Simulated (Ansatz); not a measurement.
# B4F (charge −1, quintet): what the fields show

```xyz
5

B     0.8245   -0.4545   -0.1219
B    -0.8453   -0.3377   -0.3809
B    -1.7840    0.4918    0.7048
B    -0.1345    0.6549    0.7257
F     1.9394   -0.3544   -0.9277
```

Geometry: PBE-D4/def2-SVPD; the highest occupied orbital lies above zero, a sign that basis and functional describe the outermost electron poorly.

Level of theory: Ansatz, UKS PBE0-D4/def2-TZVPD.

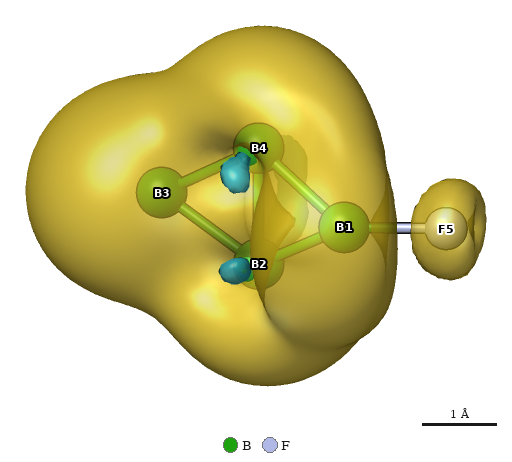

Figure 1. Isosurfaces of the spin density at +0.02 (yellow) and −0.02 e/Å³ (cyan), seen at a tilt.

### Where is the unpaired spin?

The unpaired spin (4 electrons) lies mostly on B3 (about 1.5), B1 (about 0.8), B2 (about 0.8), B4 (about 0.8) and F5 (about 0.1), in electrons by Hirshfeld's partition.

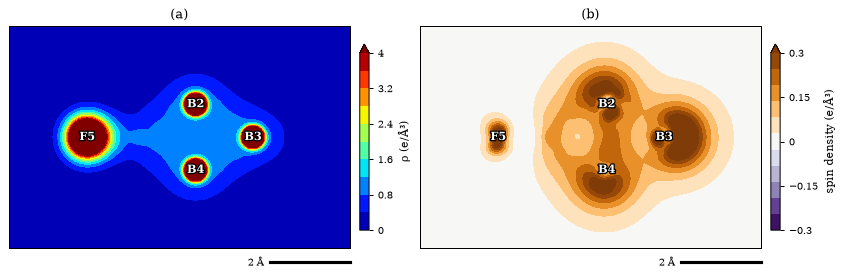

Figure 2. (a) electron density; (b) spin density (α minus β) on the plane of atoms B2, B3 and B4.

### What do the fields say about this system?

- Atoms in the plane: B and F.
- B–B (1.65 Å): the density is about 0.86 e/Å³ at the midpoint.

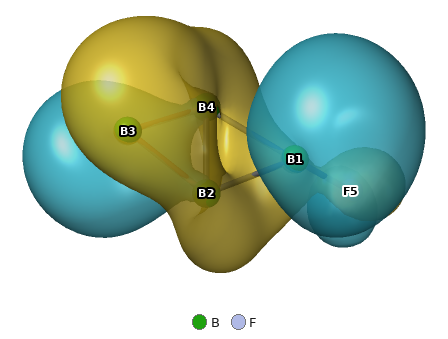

Figure 3. The HOMO (α) at ±0.06 Å⁻³ᐟ² (yellow and cyan are the two phases), seen at a tilt.

### What is the character of this orbital?

Its weight (Hirshfeld) is mainly on B1 (about 40 %), B3 (about 30 %), B2 (about 10 %), B4 (about 10 %) and F5 (about 5 %). Its energy is 0.51 eV.

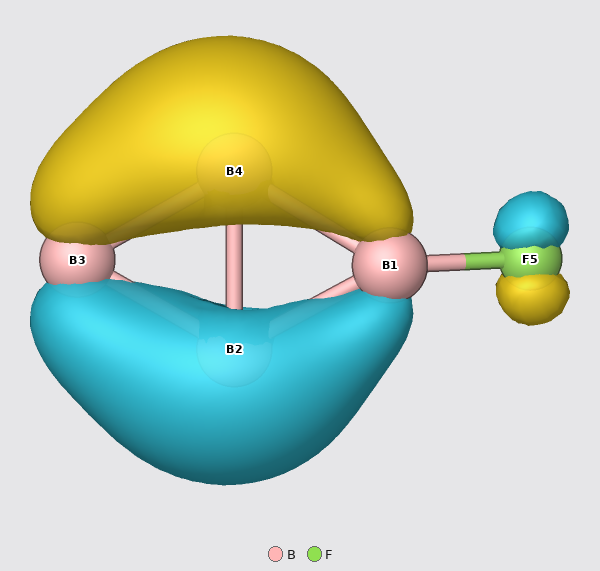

Figure 4. The HOMO−1 (β) at ±0.15 Å⁻³ᐟ² (yellow and cyan are the two phases), seen across its widest extent.

### Describe this orbital and give its energy.

Its weight (Hirshfeld) is mainly on B2 (about 35 %), B4 (about 35 %), B3 (about 20 %) and B1 (about 10 %). Its energy is −2.93 eV.
